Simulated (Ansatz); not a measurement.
Input

```
basis:
  gaussian:
    orbitals: def2-TZVPD
crystal:
  periodic: [false, false, false]
  atoms:
    - symbol: C
      position_ang: [0.319113, -1.603014, -0.443423]
    - symbol: C
      position_ang: [-0.821021, -2.286891, 0.169982]
    - symbol: C
      position_ang: [-2.075830, -1.542574, 0.046284]
    - symbol: Sn
      position_ang: [-0.519015, -0.396227, 1.413505]
    - symbol: H
      position_ang: [1.306729, -2.072580, -0.346712]
    - symbol: H
      position_ang: [0.152189, -1.127399, -1.423974]
    - symbol: H
      position_ang: [-0.757540, -3.289862, 0.604239]
    - symbol: H
      position_ang: [-2.284151, -1.065962, -0.925830]
    - symbol: H
      position_ang: [-2.967804, -1.964604, 0.527434]
hamiltonian:
  xc: {name: PBE0}
output: {forces: true, orbitals: {seedname: orbitals}}
total_charge: -1
```

Run with:

```sh
ansatz run input.yaml --threads 2 --pin off --max-ram 4350MiB --events-out events.jsonl --progress --plain --runs-dir runs
```

Geometry: r2SCAN-D4/def2-SVPD; core potentials replace the inner electrons of Sn; the highest occupied orbital lies above zero, a sign that basis and functional describe the outermost electron poorly.

Computed with Ansatz, isolated molecule in a Gaussian basis; Kohn-Sham density functional theory, functional PBE0.

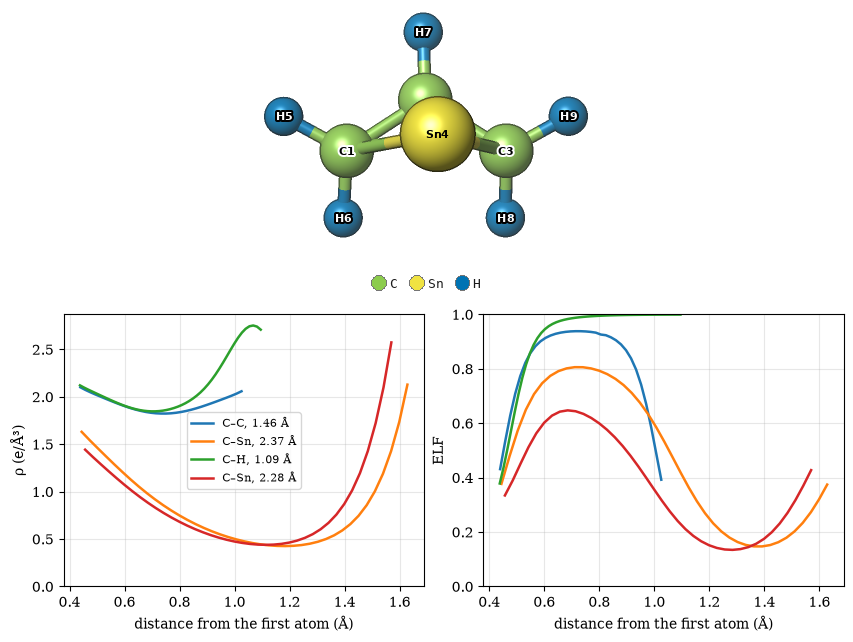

C$_{3}$H$_{5}$Sn (charge −1). Electron density and electron localisation function along straight lines between neighbouring atoms. The curves leave out the atomic cores. The structure is drawn too.

Compare the contacts.

Answer. C–C (1.46 Å): the density is about 1.8 e/Å³ at the midpoint; the ELF peaks at about 0.95 between the atoms: a covalent bond.
C–Sn (2.37 Å): ρ at the midpoint is about 0.43 e/Å³; the ELF peaks at about 0.80 in the valence shell of C, 0.7 Å from its nucleus, and drops to about 0.15 between the two atoms.
C–H (1.09 Å): ρ at the midpoint is about 2 e/Å³; the ELF climbs to about 1 towards the hydrogen, as it does in any bond to H: an ordinary covalent bond to hydrogen.
C–Sn (2.28 Å): ρ at the midpoint is about 0.44 e/Å³; the ELF peaks at about 0.65 in the valence shell of C, 0.7 Å from its nucleus, and drops to about 0.15 between the two atoms.
